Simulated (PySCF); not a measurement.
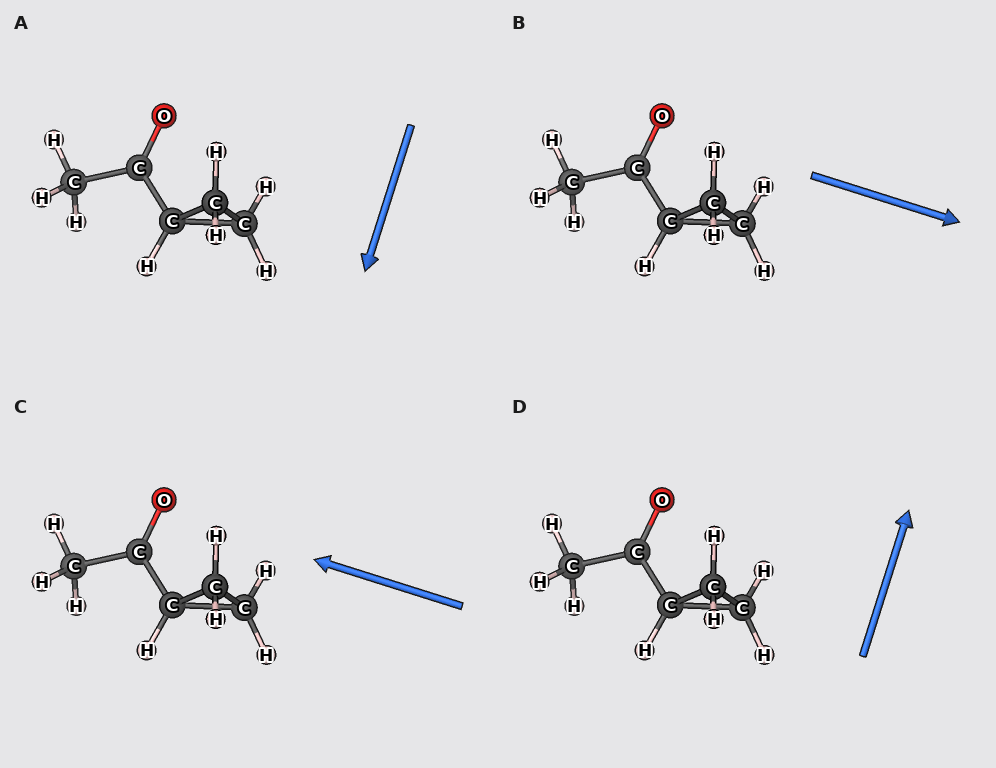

The same molecule four times, each with an arrow. The computed structure is the end point of a PBE0-D3(BJ)/def2-SVP optimisation. No frequency run is at hand to confirm it as a minimum. Level of theory: B97-2/pcSseg-1, gas phase (PySCF 2.14.0).

Question: Which arrow points along the dipole moment, from the negative to the positive end?

Answer: A. The dipole moment is 2.90 D.
